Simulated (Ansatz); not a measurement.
## InB2 (built on the sites of a database entry of YAl2): a soft mode frozen in

Aim: this structure of InB2 (built on the sites of a database entry of YAl2) is to be tested for unstable modes, and one is followed downhill.

Program: Ansatz 0.2.0. Level of theory: DFT PBEsol, scalar-relativistic, plane waves, norm-conserving pseudopotentials. Results are calculated unless marked as measured.

The structure was built from a prototype and need not be the compound's stable phase.

## Step 1: Set-up

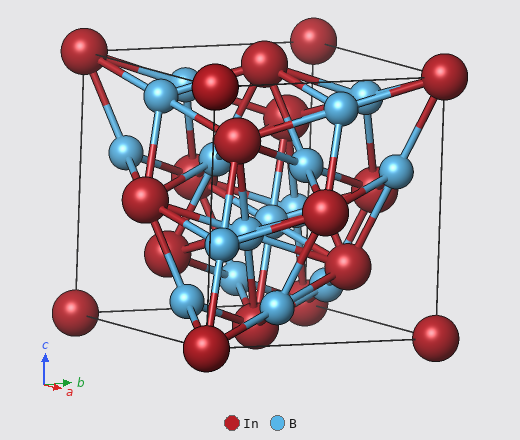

The cell as given, slightly off an axis (indium red, boron blue). This picture shows the conventional cell, with its axes. Bonds to atoms that aren't drawn are left out. Some periodic images of atoms are drawn too.

Coordinates:

```cif
data_structure
_symmetry_space_group_name_H-M 'Fd-3m:1'
_symmetry_Int_Tables_number 227
_cell_length_a 6.5925
_cell_length_b 6.5925
_cell_length_c 6.5925
_cell_angle_alpha 90.000
_cell_angle_beta 90.000
_cell_angle_gamma 90.000
_cell_volume 286.52
loop_
_atom_site_label
_atom_site_type_symbol
_atom_site_symmetry_multiplicity
_atom_site_Wyckoff_symbol
_atom_site_fract_x
_atom_site_fract_y
_atom_site_fract_z
_atom_site_occupancy
In1 In 8 a 0.25000 0.25000 0.25000 1
B1 B 16 d 0.37500 0.62500 0.37500 1
```

## Step 2: Linear response at the zone centre

The cell comes from relaxations at this level that are not shown. The zone centre is the only wavevector solved here; it holds the modes that light can see, as far as symmetry allows. No field response is asked, since the mesh shows no gap.

input.yaml reads:

```yaml
crystal:
  lattice:
    - [0.0, 3.296251107, 3.296251107]
    - [3.296251107, 0.0, 3.296251107]
    - [3.296251107, 3.296251107, 0.0]
  atoms:
    - { symbol: In, position: [0.75, 0.75, 0.75] }
    - { symbol: In, position: [0.5, 0.5, 0.5] }
    - { symbol: B, position: [0.125, 0.625, 0.125] }
    - { symbol: B, position: [0.125, 0.125, 0.625] }
    - { symbol: B, position: [0.625, 0.125, 0.125] }
    - { symbol: B, position: [0.125, 0.125, 0.125] }
kpoints:
  mp_grid: { grid: [12, 12, 12] }
hamiltonian:
  xc: pbesol
  pseudopotentials: { kind: nc }
scf:
  occupations: { method: methfessel_paxton, width: 0.2 }
output:
  eigenvalues: true
phonons:
  method: dfpt
```

On the command line:

```console
$ ansatz run input.yaml --threads 8 --pin off --max-ram 14336MiB --backend cpu --events-out ev --progress --plain --runs-dir out
```

Numbers of over 12 decimals in the logs are rounded to 6 here.

The log of the run:

```text
Engine: ansatz 0.2.0, x86_64-unknown-linux-gnu
Pseudopotentials: kind: nc
Pseudopotential: In, nc, valence charge 13, recommended cutoff 952.398519 eV (normal), In.nc.azcp (PseudoDojo's, or run here from an input of PseudoDojo's: the run reads no file of this project's for it)
Pseudopotential: B, nc, valence charge 3, recommended cutoff 1034.032677 eV (normal), B.nc.azcp (PseudoDojo's, or run here from an input of PseudoDojo's: the run reads no file of this project's for it)
Functional definition: PBEsol
  exchange = pbesol_x
  correlation = pbesol_c
Crystal: 6 atoms, lattice volume = 71.629 Å³
Basis set: ecut = 1034.032677 eV, 5329 PW (Γ), exchange–correlation on 120×120×120 points (8 copies of the dense FFT grid, shifted against one another)
Bands: 25, of which v1, the nominal top of the filled ones, is band 19 counted from 1 (18 counted from 0)
Symmetry: 48 space group operations
k-points: 476 of 1728 (irreducible under 2 space group operations, time reversal used)
Non-local potential: In, projectors of the file, l = 0: 2, l = 1: 2, l = 2: 2
Non-local potential: B, projectors of the file, l = 0: 2, l = 1: 2
Initial density: superposition of atomic densities (chi_scale 0.1, normalization cell, long waves kept (reshape's long-wave potential 0.00 eV rms))
Initial wavefunctions: pseudopotential atomic-orbital guess
Functional: x = pbesol(κ = 0.804, μ = 0.123457), c = pbesol(β = 0.046)
SCF iter   1: F=—  HF=-3918.016036 eV  |F-HF|=—  |Δ(HF+E_count)|=         —  Δρ=2.88e-2  dr2=1.57e0  ethr=3.10e-3  ⟨swp⟩=5.8  Hψ=48961  notcnv=0
preconditioner: auto → Kerker (q_TF=auto, 2.455 Å⁻¹)  [metal: Δε(μ)=0.037 eV  Ē_g=12.240 eV  σ=0.200 eV  W_gap=0.16  n_scr=14 (ndim 8)  ℏωp=27.0 eV  f_vac=0.000  D(μ)=2.15/eV (n_scr^D=14)]
SCF iter   2: F=—  HF=-3917.682546 eV  |F-HF|=—  |Δ(HF+E_count)|=   3.33e-1  S|Δr|=    0.00e0  Δρ=1.77e-2  dr2=5.43e-1  ethr=3.10e-3  ⟨swp⟩=1.4  Hψ=16064  notcnv=0  defer=2
SCF iter   3: F=—  HF=-3917.511547 eV  |F-HF|=—  |Δ(HF+E_count)|=   1.71e-1  S|Δr|=    0.00e0  Δρ=3.00e-3  dr2=3.90e-3  ethr=1.43e-3  ⟨swp⟩=2.3  Hψ=19210  notcnv=0  defer=2
SCF iter   4: F=—  HF=-3917.511506 eV  |F-HF|=—  |Δ(HF+E_count)|=   4.10e-5  S|Δr|=    0.00e0  Δρ=2.91e-4  dr2=5.47e-5  ethr=1.03e-5  ⟨swp⟩=2.7  Hψ=22234  notcnv=0  defer=45
SCF iter   5: F=—  HF=-3917.511516 eV  |F-HF|=—  |Δ(HF+E_count)|=   1.06e-5  S|Δr|=    0.00e0  Δρ=8.92e-5  dr2=2.32e-6  ethr=1.44e-7  ⟨swp⟩=3.9  Hψ=30863  notcnv=0  defer=45
SCF iter   6: F=—  HF=-3917.511402 eV  |F-HF|=—  |Δ(HF+E_count)|=   1.14e-4  S|Δr|=    0.00e0  Δρ=1.23e-5  dr2=7.80e-8  ethr=6.11e-9  ⟨swp⟩=2.6  Hψ=22824  notcnv=0  defer=381
SCF iter   7: F=—  HF=-3917.511402 eV  |F-HF|=—  |Δ(HF+E_count)|=   1.66e-8  S|Δr|=    0.00e0  Δρ=3.38e-6  dr2=5.32e-9  ethr=2.05e-10  ⟨swp⟩=3.6  Hψ=25171  notcnv=0  defer=381
SCF iter   8: F=—  HF=-3917.511402 eV  |F-HF|=—  |Δ(HF+E_count)|=   1.66e-9  S|Δr|=    0.00e0  Δρ=3.74e-7  dr2=9.68e-11  ethr=1.40e-11  ⟨swp⟩=2.2  Hψ=19659  notcnv=0  defer=381
SCF iter   9: F=-3917.511402 eV  HF=-3917.511402 eV  |F-HF|=1.36e-12  |Δ(HF+E_count)|=  2.73e-11  S|Δr|=    0.00e0  Δρ=5.78e-8  dr2=1.84e-12  ethr=1.00e-12  ⟨swp⟩=16.1  Hψ=92664  notcnv=0
SCF 1 converged in 9 iterations: F = -3917.511402 eV  dr2 = 1.84e-12
DFPT response loops at Γ: preconditioner auto → Kerker (q_TF=auto, 2.455 Å⁻¹) (partly filled bands, converged f_vac=0.000); β = 1.00, the filter's whole step (`scf.mixing.beta` (0.50) is not read by the response loops under this deck's `scf.mixing.preconditioner`; to damp them name `kerker` or `kerker_dos`, under which they read `scf.mixing.beta`, and type it under 1.00, their step now; both keys bind the ground state too); Broyden in place of MSR1
SCF converged after 9 iterations
Stability not checked: this state was not tested for a lower state beside it, because cold or Methfessel-Paxton smearing, or corrected tetrahedra, fill the levels in a way that the test cannot read (fill_not_monotonic; see scf.lower_state_search)
Free energy (F): -3917.511402 eV
Harris-Foulkes:  -3917.511402 eV  (|F-HF|=1.36e-12)
Internal energy: -3917.512925 eV  (E = F + TS)
E sigma→0 (E₀):  -3917.511783 eV
Entropy (-TS):   0.001523 eV (0.254 meV/atom)
Fermi energy:    12.565311 eV
--- Per-component energies (eV) ---
  E_band       = 81.405761
  E_kinetic    = 2465.253368
  E_local      = -2350.395023  (includes V_loc(G=0)·N_el)
  E_nonlocal   = -785.871153
  E_hartree    = 764.818915
  E_xc         = -1205.609321
  E_vxc        = -777.219324  (∫ρ·V_xc dr)
  E_ewald      = -2805.709711
  E_smearing   = 0.001523  (= −TS)
  E_closure    = 0.000000  (closes the sum)
  Σ components = -3917.511402   (vs F -3917.511402, Δ=0.00e0)
--- Band table (eV; the first three rows and the last of 476) ---
  k-point 0: bands = [... 15 lower, 9.2546, 9.2546, 9.2546, 9.5090, 11.5714, 11.5714, 13.4693, 13.4693, ... 2 higher]
  k-point 1: bands = [... 15 lower, 9.4957, 9.4957, 9.5497, 10.3582, 11.2140, 11.2140, 12.8645, 13.9658, ... 2 higher]
  k-point 2: bands = [... 15 lower, 9.7901, 9.7901, 9.9520, 10.7998, 10.7998, 11.6136, 12.3341, 14.9642, ... 2 higher]
  k-point 475: bands = [... 15 lower, 9.0528, 10.2536, 10.2536, 14.2939, 14.2939, 14.3657, 14.3657, 16.5689, ... 2 higher]
--- Phonons (Γ-DFPT): 2 representative perturbations + reference, on 476 of 1728 k-points (Σ response iterations 6) ---
  k mesh reduced under 2 symmetry operations, with k and −k counted as one. Each operation leaves every solved perturbation unchanged. A smaller set is not used because it would not reduce the number of displacements times k-points to solve
  ASR residual: 8.240e-5 → 0.000e0 eV/Å²; symmetrization residual: 1.827e-6 eV/Å²
  ASR residual per site (eV/Å²): 8.24e-5 8.24e-5 1.10e-5 1.10e-5 1.10e-5 1.10e-5
  Γ frequencies (cm⁻¹): -512.39 -512.39 -512.39 -503.10 -271.70 -271.70 0.00 0.00 0.00 157.62 157.62 157.62 208.68 208.68 208.68 230.20 230.20 230.20
  non-analytic LO–TO correction: not included (Born effective charges unavailable; polar crystals: no LO–TO splitting at Γ)
```

Run time: 65 s. Hardware: 8 threads of Intel Xeon Platinum 8488C (Sapphire Rapids), shared host; peak memory 7.8 GiB; 8.3 min of CPU time.

Reading the cycles: dr2 is the Hartree energy of the density residual (eV), the measure of convergence; HF is the Harris–Foulkes estimate of the energy, which meets the free energy F at convergence.

Numbers from this step:

```yaml
volume_per_atom: 11.94 Å³
gap_on_the_k_mesh: 0 eV
sum_rule_residual_before_enforcement: 8.24e-5 eV/Å²
point_group: m-3m
highest_optical_mode_at_the_zone_centre_no_lo_to_term: 230.2 cm⁻¹
lowest_optical_zone_centre_mode: -512.4 cm⁻¹
```

Patterns of degenerate modes are one choice out of their space. Modes at Γ, with each element's share of the kinetic energy (negative means imaginary):

| mode | frequency (cm⁻¹) | symmetry | In % | B % |
| --- | --- | --- | --- | --- |
| 1 | -512.4 | T1u | 1 | 99 |
| 2 | -512.4 | T1u | 1 | 99 |
| 3 | -512.4 | T1u | 1 | 99 |
| 4 | -503.1 | A2u | 0 | 100 |
| 5 | -271.7 | Eu | 0 | 100 |
| 6 | -271.7 | Eu | 0 | 100 |
| 7 | 0.0 | acoustic | 84 | 16 |
| 8 | 0.0 | acoustic | 84 | 16 |
| 9 | 0.0 | acoustic | 84 | 16 |
| 10 | 157.6 | T2g | 100 | 0 |
| 11 | 157.6 | T2g | 100 | 0 |
| 12 | 157.6 | T2g | 100 | 0 |
| 13 | 208.7 | T1u | 15 | 85 |
| 14 | 208.7 | T1u | 15 | 85 |
| 15 | 208.7 | T1u | 15 | 85 |
| 16 | 230.2 | T2u | 0 | 100 |
| 17 | 230.2 | T2u | 0 | 100 |
| 18 | 230.2 | T2u | 0 | 100 |

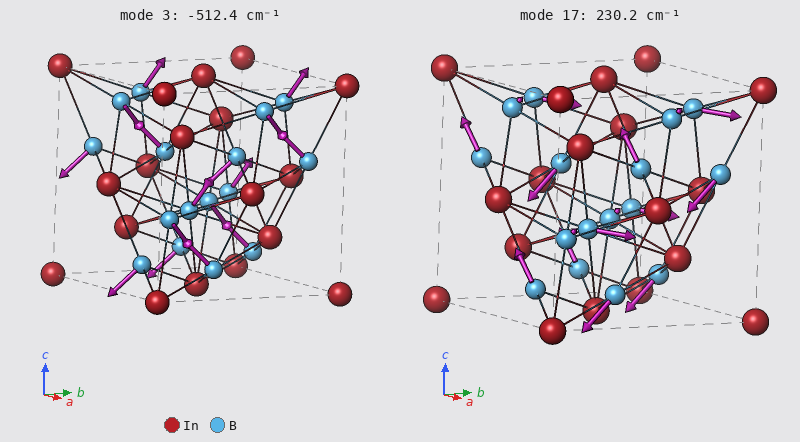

Displacement patterns of modes 3 and 17 at Γ; arrows are exaggerated. Bonds to atoms that aren't drawn are left out. Some periodic images of atoms are drawn too.

Before it was imposed, the acoustic sum rule was missed by 8.2e-5 eV/Å². Small misses are needed for a sound result but don't prove that mesh and cutoff are converged. The lowest optical mode is imaginary, 512.4i cm⁻¹, so the energy falls along it.

## Step 3: The mode frozen in, largest atomic shift 0 Å

The mode followed lies at Γ with frequency 512.4i cm⁻¹ and is 3-fold degenerate, the softest among the wavevectors solved. At small amplitude the distorted cell has space group no. 46 by a symmetry search on the positions. The undistorted cell that holds it gives the zero of energy on the same k mesh.

Changes to input.yaml since step 2:

```diff
@@ -20,4 +20,4 @@
 output:
+  forces: true
+  stress: true
   eigenvalues: true
-phonons:
-  method: dfpt
```

The log of the run:

```text
[...]
Crystal: 6 atoms, lattice volume = 71.629 Å³
Basis set: ecut = 1034.032677 eV, 5329 PW (Γ), exchange–correlation on 100×100×100 points (8 copies of the dense FFT grid, shifted against one another)
Bands: 25, of which v1, the nominal top of the filled ones, is band 19 counted from 1 (18 counted from 0)
Symmetry: 48 space group operations
[...]
k-points: 72 of 1728
[...]
k-point 0: bands = [... 15 lower, 9.2546, 9.2546, 9.2546, 9.5090, 11.5714, 11.5714, 13.4694, 13.4694, ... 2 higher]
  k-point 1: bands = [... 15 lower, 9.4957, 9.4957, 9.5497, 10.3582, 11.2140, 11.2140, 12.8645, 13.9658, ... 2 higher]
  k-point 2: bands = [... 15 lower, 9.7901, 9.7901, 9.9519, 10.7998, 10.7998, 11.6136, 12.3341, 14.9642, ... 2 higher]
  k-point 71: bands = [... 15 lower, 9.0527, 10.2536, 10.2536, 14.2938, 14.2938, 14.3657, 14.3657, 16.5689, ... 2 higher]
[key lines of the parts left out:]
SCF converged after 6 iterations
Free energy (F): -3917.511402 eV
Fermi energy:    12.565290 eV
P = ⅓ Tr σ = -0.0002 GPa (-0.002 kbar)
```

Wall time 1.7 s (8 threads); peak memory 0.86 GiB; 12 s of CPU time.

Numbers from this step:

| Quantity | Value |
| --- | --- |
| pressure | -2.16e-4 GPa |
| energy from the undistorted cell | 0 meV/atom |

The run ends at a pressure of 0.00 GPa.

## Step 4: The mode frozen in, largest atomic shift 0.6 Å

The atoms are moved along the unstable eigenvector, the largest shift by 0.6 Å, with the cell fixed.

input.yaml, the sections that differ from step 3:

```yaml
crystal:
  lattice:
    - [0.0, 3.296251107, 3.296251107]
    - [3.296251107, 0.0, 3.296251107]
    - [3.296251107, 3.296251107, 0.0]
  atoms:
    - { symbol: In, position: [0.75, 0.7538914823, 0.75] }
    - { symbol: In, position: [0.5, 0.5038914823, 0.5] }
    - { symbol: B, position: [0.1917811246, 0.4707711358, 0.1917811246] }
    - { symbol: B, position: [0.125, 0.1711145095, 0.625] }
    - { symbol: B, position: [0.625, 0.1711145095, 0.125] }
    - { symbol: B, position: [0.0582188754, 0.1043333849, 0.0582188754] }
# kpoints, hamiltonian, scf, output: as in step 3
```

The log of the run:

```text
[...]
Crystal: 6 atoms, lattice volume = 71.629 Å³
Basis set: ecut = 1034.032677 eV, 5329 PW (Γ), exchange–correlation on 100×100×100 points (8 copies of the dense FFT grid, shifted against one another)
Bands: 25, of which v1, the nominal top of the filled ones, is band 19 counted from 1 (18 counted from 0)
Symmetry: 4 space group operations
[...]
k-point 0: bands = [... 15 lower, 8.4575, 8.7628, 9.7079, 9.7853, 12.7748, 12.9255, 13.1066, 13.2297, ... 2 higher]
  k-point 1: bands = [... 15 lower, 8.5080, 8.9495, 9.9100, 10.2167, 12.0401, 12.4130, 12.5572, 14.0021, ... 2 higher]
  k-point 2: bands = [... 15 lower, 8.3324, 9.5469, 10.1641, 10.9166, 11.5678, 11.7126, 12.0783, 15.1256, ... 2 higher]
  k-point 279: bands = [... 15 lower, 6.4874, 10.6219, 11.7723, 13.7793, 14.6053, 15.4148, 15.5357, 15.5386, ... 2 higher]
[key lines of the parts left out:]
SCF converged after 8 iterations
Free energy (F): -3920.166838 eV
Fermi energy:    12.174934 eV
P = ⅓ Tr σ = 5.3050 GPa (53.050 kbar)
```

Wall time 11 s (8 threads); peak memory 1.4 GiB.

Numbers from this step:

| Property | Result |
| --- | --- |
| pressure | 5.305 GPa |
| energy from the undistorted cell | -442.5 meV/atom |

The energy, extrapolated to zero smearing, is -442.48 meV/atom against the undistorted cell.

The run ends at a pressure of 5.31 GPa, with forces up to 2.1 eV/Å.

## Step 5: Energy along the mode, all amplitudes (two of the runs are shown above)

An imaginary frequency means negative curvature, so the energy should fall and then rise again as anharmonic terms take over.

This step gave:

```
depth at the lowest point sampled  : 442.5 meV/atom
largest atomic shift at that point : 0.6 Å
```

Table of energy from the parent by largest atomic shift:

| largest atomic shift (Å) | energy from the parent (meV/atom) |
| --- | --- |
| 0.000 | 0 |
| 0.040 | -3.17 |
| 0.080 | -12.5 |
| 0.140 | -37.5 |
| 0.220 | -89.0 |
| 0.320 | -177 |
| 0.450 | -307 |
| 0.600 | -442 |

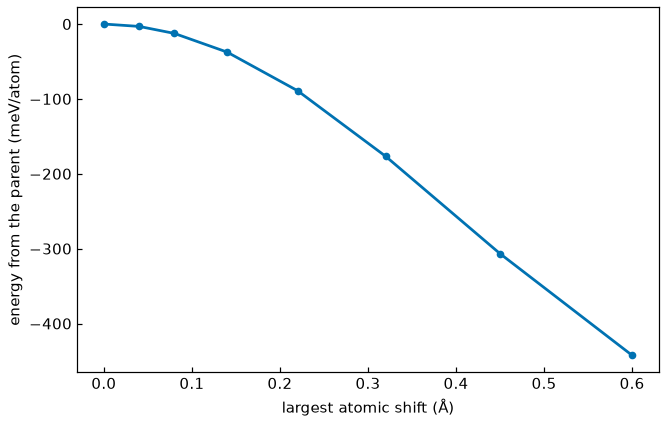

Energy from the parent against largest atomic shift.

Displacement at unit largest shift by atom:

| atom | x (Å) | y (Å) | z (Å) | size |
| --- | --- | --- | --- | --- |
| In1 | 0.021 | 0.000 | 0.021 | 0.030 |
| In2 | 0.021 | 0.000 | 0.021 | 0.030 |
| B3 | -0.480 | 0.734 | -0.480 | 1.000 |
| B4 | 0.253 | 0.000 | 0.253 | 0.358 |
| B5 | 0.253 | 0.000 | 0.253 | 0.358 |
| B6 | -0.480 | -0.734 | -0.480 | 1.000 |

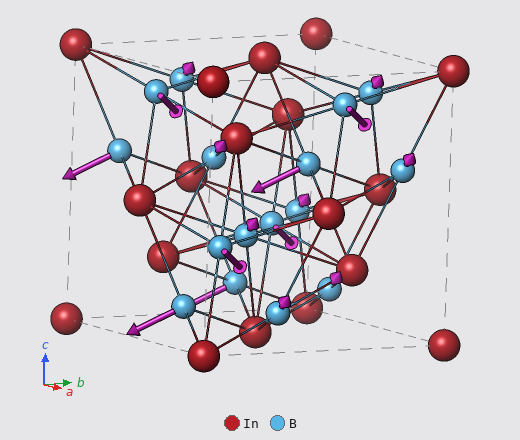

Displacement at unit largest shift as arrows, the longest 1.000 Å. Bonds to atoms that aren't drawn are left out. Some periodic images of atoms are drawn too.

The lowest of the steps tried is the last one, at 0.6 Å, 442 meV/atom below the parent; the bottom of the well need not coincide with a step.

[end of part 1 of 3]

[Logs are printed without paths, hosts, clocks, repeated set-up lines and the standing remarks that a program may print on its own settings, such as how far it seeks lower states.]

[Hosts, paths, dates, database ids (printed as entryN), source tags and the programs' standing remarks are cut or masked in the printed files.]
